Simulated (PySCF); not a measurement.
# TaH5: relaxation and vibrations of the singlet

Aim: relax TaH5 as a singlet from a PBE0 minimum start, check by its vibrations whether the end is a minimum, and collect its spectrum and constants.

The runs use PySCF 2.14.0; PBE0, basis Ta def2-TZVP with ECP60, H def2-TZVP, scalar-relativistic core potentials, no spin–orbit coupling, density fitting.

## 1. The starting structure

6 atoms, charge 0, spin multiplicity 1.

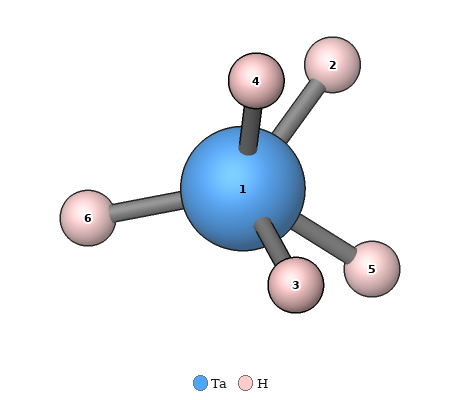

As it starts; tantalum blue, hydrogen pink; atoms are numbered from 1 in the order of the file.

Coordinates in bohr (charge 0 multiplicity 1):
```
Ta    0.0154    0.0000    0.0000
H    -1.5409    2.9264    0.0000
H    -1.5409   -2.9264    0.0000
H    -1.5409    0.0000   -2.9264
H    -1.5409    0.0000    2.9264
H     3.3981    0.0000    0.0000
```

## 2. First SCF at the start

The steps below are one call of a driver around PySCF. For each, scf.py gives the equivalent set-up of the SCF; relaxations use the driver's own optimiser. After this first run the driver tries any further starts and a stability analysis.

scf.py

```python
from pyscf import gto, scf, dft
mol = gto.M(atom='''
Ta     0.008150    -0.000000    -0.000000
H     -0.815420     1.548580     0.000000
H     -0.815420    -1.548580     0.000000
H     -0.815420    -0.000000    -1.548580
H     -0.815420     0.000000     1.548580
H      1.798220    -0.000000     0.000000''',
    basis={'Ta': 'def2-TZVP', 'H': 'def2-TZVP'},
    ecp={'Ta': 'def2-TZVP'},
    charge=0, spin=0)
mf = dft.RKS(mol, xc='PBE0')
mf.grids.atom_grid = (50, 194)
aux = {'Ta': 'def2-universal-JKFIT', 'H': 'def2-universal-JKFIT'}
mf = mf.density_fit(auxbasis=aux)
mf.conv_tol = 1e-08
mf.diis_space = 10
mf.max_cycle = 60
mf.init_guess = 'minao'
mf.verbose = 4
mf.kernel()
```

Command:

```
OMP_NUM_THREADS=2 python axn.py task.json out
```

Further steps of the session: Relaxation: PBE0 minimum start, singlet; Is it a minimum? Harmonic modes.

Q: Predict the outcome of this session. Wanted: minimum; geometry; wavenumbers; dipole moment; highest occupied, lowest empty level; polar-tensor charge of Ta1; zero-point energy; atomisation energy.

**Answer**, as computed:

```
                                 quantity                                                                                       value
                                  minimum                                                                                singlet, C4v
                                 geometry  Ta–H 1.754 Å (×4), Ta–H 1.790 Å; H–Ta–H 77.3° (×4), H–Ta–H 118.0° (×4), H–Ta–H 124.0° (×2)
                       wavenumbers (cm⁻¹)   212 (e), 756 (e), 793 (b2), 820 (b1), 879 (a1), 1833 (a1), 1864 (b1), 1902 (e), 1951 (a1)
                            dipole moment                                                                                      1.81 D
     highest occupied, lowest empty level                                                                             -8.72, -2.95 eV
               polar-tensor charge of Ta1                                                                                     +1.26 e
                        zero-point energy                                                                                 83.0 kJ/mol
                      entropy at 298.15 K                                                                             261.6 J/(mol K)
atomisation energy (no zero-point energy)                                                                                 1423 kJ/mol
```

In words: The PBE0 minimum start keeps its C4v symmetry and ends in a minimum. The strongest infrared band lies at 1902 cm⁻¹ (e, stretch). Only this shape and spin were tried, so other structures or states may lie lower. Whether spin polarisation would lower the closed shell was not checked. With an element this heavy the missing spin–orbit coupling can shift these numbers.
